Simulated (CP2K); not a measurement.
**CH6CuN (Cu(NH3)Me): a first try and a second**

Aim: energy and gradient of CH6CuN (Cu(NH3)Me) at PM6.

The calculation is run with CP2K 2026.2.

1 further run of the same task is left out (set aside as unsound or not needed).

**1. The system as given**

CH6CuN: 9 atoms, total charge 0, spin state singlet. As SMILES, `[CH3][Cu]<-[NH3]`. The shape comes from GFN2-xTB, which is rough for such elements, and wasn't checked as a minimum.

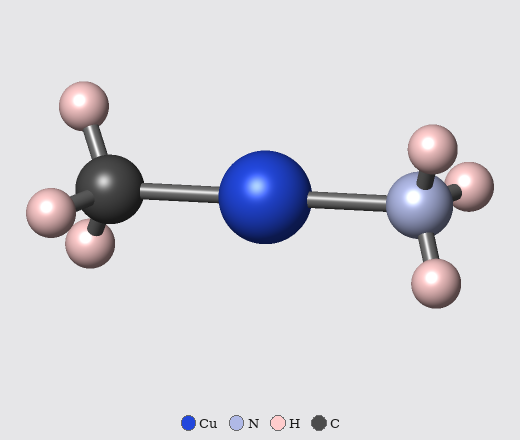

Viewed from a chosen angle; copper blue, nitrogen light blue, hydrogen pink, carbon dark grey.

**2. Try one**

mol.inp

```
&FORCE_EVAL
  METHOD Quickstep
  &DFT
    &QS
      METHOD PM7
      EPS_DEFAULT 1.0E-10
      &SE
        &COULOMB
          CUTOFF [angstrom] 50
          RC_RANGE [angstrom] 0
        &END COULOMB
        &EXCHANGE
          CUTOFF [angstrom] 50
          RC_RANGE [angstrom] 0
        &END EXCHANGE
      &END SE
    &END QS
    &POISSON
      PERIODIC NONE
      POISSON_SOLVER ANALYTIC
    &END POISSON
    &SCF
      SCF_GUESS ATOMIC
      EPS_SCF 1.0E-07
      MAX_SCF 150
      &DIAGONALIZATION
        ALGORITHM STANDARD
      &END DIAGONALIZATION
      &MIXING
        METHOD DIRECT_P_MIXING
        ALPHA 0.4
      &END MIXING
    &END SCF
    &PRINT
      &MOMENTS
        PERIODIC F
        REFERENCE COM
        MAX_MOMENT 1
      &END MOMENTS
      &MO ON
        ENERGIES T
        OCCUPATION_NUMBERS T
        NDIGITS 6
        &EACH
          QS_SCF 0
        &END EACH
        ADD_LAST NUMERIC
      &END MO
      &HIRSHFELD OFF
      &END HIRSHFELD
    &END PRINT
  &END DFT
  &SUBSYS
    &CELL
      ABC 18 17.7 20.7
      PERIODIC NONE
    &END CELL
    &COORD
      Cu     9.022765     8.838290    10.411695
      N      9.017435     8.823600    12.347835
      H      8.591165     9.684210    12.685785
      H      9.976895     8.755950    12.682495
      H      8.480955     8.020810    12.670725
      C      9.024195     8.850870     8.459305
      H      8.023105     8.861340     8.018425
      H      9.518835     7.982690     8.014215
      H      9.531995     9.717310     8.026075
    &END COORD
  &END SUBSYS
  &PRINT
    &FORCES ON
    &END FORCES
  &END PRINT
&END FORCE_EVAL

&GLOBAL
  PROJECT_NAME mol
  RUN_TYPE ENERGY_FORCE
  PRINT_LEVEL MEDIUM
&END GLOBAL
```

Run with:

```bash
$ OMP_NUM_THREADS=1 cp2k.psmp -i mol.inp > mol.out 2>&1
```

The log of the run:

```text
*******************************************************************************
 *   ___                                                                       *
 *  /   \                                                                      *
 * [ABORT]                                                                     *
 *  \___/                    invalid value for enumeration:PM7                 *
 *    |                                                                        *
 *  O/|                                                                        *
 * /| |                                                                        *
 * / \                                     input/input_enumeration_types.F:215 *
 *******************************************************************************

 ===== Routine Calling Stack =====

            6 val_create_parsing
            5 section_vals_parse
            4 section_vals_parse
            3 section_vals_parse
            2 section_vals_parse
            1 read_input

Program received signal SIGABRT: Process abort signal.

Backtrace for this error:
#0  0x512ce3c8f957 in ???
#1  0x512d04544cac in __pthread_kill_implementation
#2  0x512d044ebfb7 in raise
#3  0x512d044d5d37 in abort
#4  0x512ce4362d83 in ???
#5  0x512ce4364297 in ???
#6  0x512ce4364497 in ???
#7  0x512ce44c226f in ???
#8  0x512ce44d183b in ???
#9  0x512ce44d367b in ???
#10  0x512ce44d38f7 in ???
#11  0x512ce44d38f7 in ???
#12  0x512ce44d38f7 in ???
#13  0x512ce3da9807 in ???
#14  0x512ce4614e8b in ???
#15  0x512ce4619d0b in ???
#16  0x512ce3d30db3 in ???
#17  0x512ce3d2ef13 in ???
#18  0x512d044d6573 in __libc_start_call_main
#19  0x512d044d6657 in __libc_start_main_impl
#20  0x512ce3d2f06f in ???
#21  0xffffffffffffffff in ???
```

Wall time 0.24 s (1 thread of Arm Neoverse V1, shared host).

**3. What went wrong**

The input was rejected.

The telling line is `\___/                    invalid value for enumeration:PM7`. What is wrong: the keyword for the method is given a word that it doesn't take.

**4. The mended input**

qs.inp

```
&FORCE_EVAL
   METHOD QS
   &DFT
      &QS
         METHOD PM6
         EPS_DEFAULT 1.0E-10
         &SE
            &COULOMB
               CUTOFF [angstrom] 50
               RC_RANGE [angstrom] 0
            &END COULOMB
            &EXCHANGE
               CUTOFF [angstrom] 50
               RC_RANGE [angstrom] 0
            &END EXCHANGE
         &END SE
      &END QS
      &POISSON
         PERIODIC NONE
         POISSON_SOLVER ANALYTIC
      &END POISSON
      &SCF
         SCF_GUESS ATOMIC
         EPS_SCF 1.0E-07
         MAX_SCF 150
         &DIAGONALIZATION
            ALGORITHM STANDARD
         &END DIAGONALIZATION
         &MIXING
            METHOD DIRECT_P_MIXING
            ALPHA 0.4
         &END MIXING
      &END SCF
      &PRINT
         &MOMENTS
            PERIODIC F
            REFERENCE COM
            MAX_MOMENT 1
         &END MOMENTS
         &MO ON
            ENERGIES T
            OCCUPATION_NUMBERS T
            NDIGITS 6
            &EACH
               QS_SCF 0
            &END EACH
            ADD_LAST NUMERIC
         &END MO
         &HIRSHFELD OFF
         &END HIRSHFELD
      &END PRINT
   &END DFT
   &SUBSYS
      &CELL
         ABC 18 17.7 20.7
         PERIODIC NONE
      &END CELL
      &COORD
         Cu     9.022765     8.838290    10.411695
         N      9.017435     8.823600    12.347835
         H      8.591165     9.684210    12.685785
         H      9.976895     8.755950    12.682495
         H      8.480955     8.020810    12.670725
         C      9.024195     8.850870     8.459305
         H      8.023105     8.861340     8.018425
         H      9.518835     7.982690     8.014215
         H      9.531995     9.717310     8.026075
      &END COORD
   &END SUBSYS
   &PRINT
      &FORCES ON
      &END FORCES
   &END PRINT
&END FORCE_EVAL

&GLOBAL
   PROJECT_NAME qs
   RUN_TYPE ENERGY_FORCE
   PRINT_LEVEL MEDIUM
&END GLOBAL
```

Run with:

```bash
$ OMP_NUM_THREADS=1 cp2k.psmp -i qs.inp > qs.out 2>&1
```

The log of the run:

```text
CP2K| version string:                                       CP2K version 2026.2
[...]
 GLOBAL| Method name                                                        CP2K
[...]
 GLOBAL| Run type                                                   ENERGY_FORCE
[...]
                             - Atoms:                                          9
[...]
                             - Spherical basis functions:                     23
[...]
 Number of electrons:                                                         26
[...]
     1 P_Mix/Diag. 0.40E+00    0.0     0.80551130       -33.3784112814 -3.34E+01
[...]
    19 DIIS/Diag.  0.34E-07    0.0     0.00000006       -38.2582533720 -8.53E-14
  *** SCF run converged in    19 steps ***
  Core-core repulsion energy [eV]:                           1480.13982261007800
  Core Hamiltonian energy [eV]:                             -1800.65248614606867
  Two-electron integral energy [eV]:                        -1441.09470930172392
  Electronic energy [eV]:                                   -2521.19984079693040
  Total energy [eV]:                                        -1041.06001818685263
  Atomic reference energy [eV]:                              1043.59630320945894
  Heat of formation [kcal/mol]:                                58.48812671314307
[...]
 SE_DIPOLE| Moment [Debye]          0.01111690       0.04245093      -5.60541325
 SE_DIPOLE| Derivative [a.u.]       0.00000000       0.00000000       0.00000000
 ENERGY| Total FORCE_EVAL ( QS ) energy [hartree]            -38.258253371998926
 FORCES| Atomic forces [hartree/bohr]
 FORCES|   Atom     x               y               z               |f|
 FORCES|      1  7.28196522E-05  3.63565240E-04 -4.84484029E-02   4.84498217E-02
 FORCES|      2  1.27809058E-04 -1.60822172E-04  6.58970844E-03   6.59290954E-03
 FORCES|      3  1.31076230E-03 -2.68222152E-03  1.15248873E-02   1.19052693E-02
 FORCES|      4 -3.04588022E-03  2.20627468E-04  1.14755172E-02   1.18749130E-02
 FORCES|      5  1.49998489E-03  2.28308756E-03  1.15934326E-02   1.19109245E-02
 FORCES|      6  6.71181681E-06  7.81392804E-05 -1.46314377E-02   1.46316479E-02
 FORCES|      7  1.14628869E-03 -5.29878092E-05  7.33843245E-03   7.42760906E-03
 FORCES|      8 -5.60887137E-04  9.25431937E-04  7.31174438E-03   7.39138854E-03
 FORCES|      9 -5.57609054E-04 -9.74819985E-04  7.24611814E-03   7.33262776E-03
 FORCES| Sum    -1.51788304E-16 -2.83627288E-16  2.55351296E-15
 FORCES| Total atomic force                                       2.57369628E-15
[...]
```

It took 0.42 s on 1 thread of Arm Neoverse V1, shared host.

**5. Summary of results**

At PM6:

| quantity | value |
| --- | --- |
| total energy | -38.25825 Eh |
| dipole moment | 5.61 D |
| HOMO energy | -7.63 eV |
| heat of formation at this unrelaxed shape | 58.5 kcal/mol |
| largest force on an atom | 2.491 eV/Å |

The largest force is 2.49 eV/Å: the shape isn't a stationary point for this species at this level.
